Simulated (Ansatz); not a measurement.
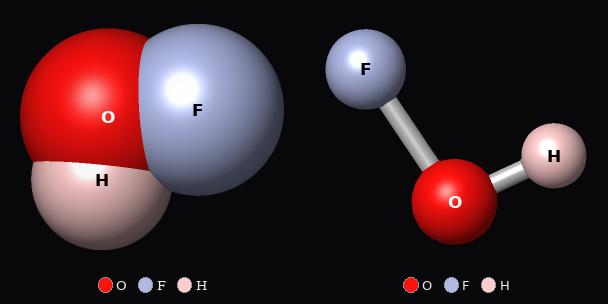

Both panels show the same species.

> What is the molecular formula?

FHO, 3 atoms: 1 fluorine, 1 hydrogen and 1 oxygen.

> Give the symmetry (Schoenflies symbol).

Cs.

> Give a SMILES string for it.

OF

> How many bonds of each kind are drawn?

1 F–O, 1 O–H.

More results for the same structure follow; atom numbers are the same in all pictures, views and colours differ. The geometry was computed by an optimisation with PBE0-D4/def2-TZVP.

Geometry

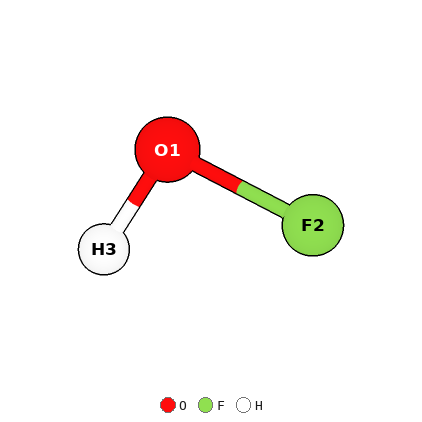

Atoms carry their numbers in the input.

What are the angles F2–O1–H3?

```json
{"angle": "F2–O1–H3", "degrees": "99.1"}
```

Electronic properties

Properties computed with RKS PBE0-D4/def2-SVP (Ansatz 0.2.0).

What does the calculation give?

- HOMO energy (Kohn–Sham orbital): −8.83 eV
- LUMO energy (Kohn–Sham orbital): −0.44 eV
- HOMO–LUMO gap: 8.40 eV

Vibrations

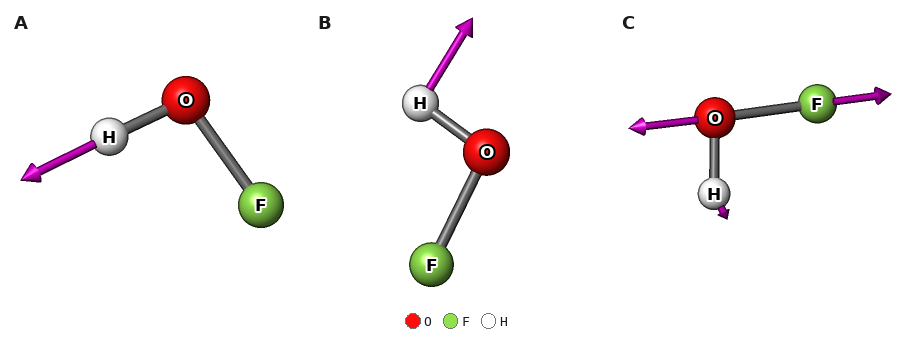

3 normal modes of one molecule or complex, as arrows. Harmonic vibrations computed with RKS PBE0-D4/def2-TZVP (Ansatz 0.2.0) at a stationary point of the same level.

> Match the panels to the wavenumbers 1037 cm⁻¹, 1434 cm⁻¹, 3773 cm⁻¹.

A: 3773 cm⁻¹, O–H stretching
B: 1434 cm⁻¹, F–O–H bending
C: 1037 cm⁻¹, F–O stretching

Dipole moment

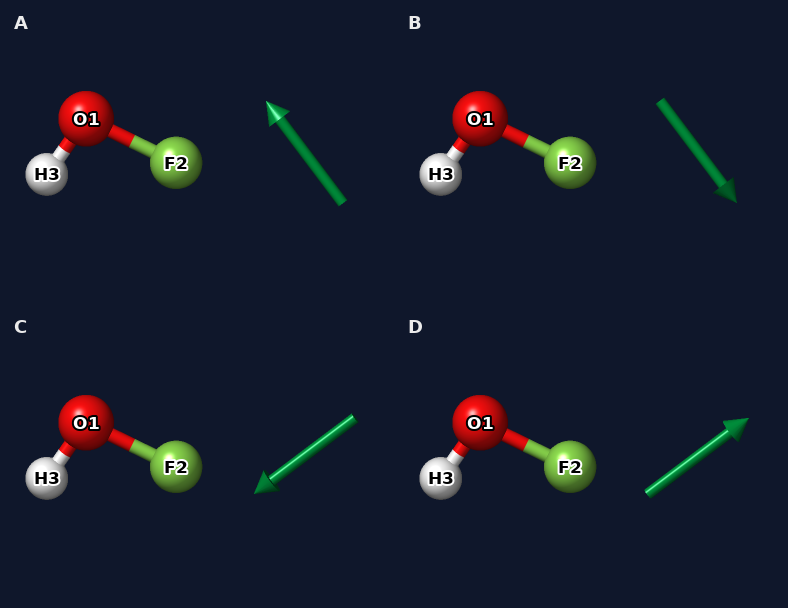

The same molecule four times, each with an arrow. Level of theory: RKS r2SCAN-D4/def2-TZVPP (Ansatz 0.2.0).

> Which arrow points along the dipole moment, from the negative to the positive end?

C. The dipole moment is 1.93 D; it points from the side of F2 to the side of H3 (the outermost atoms at the two ends).
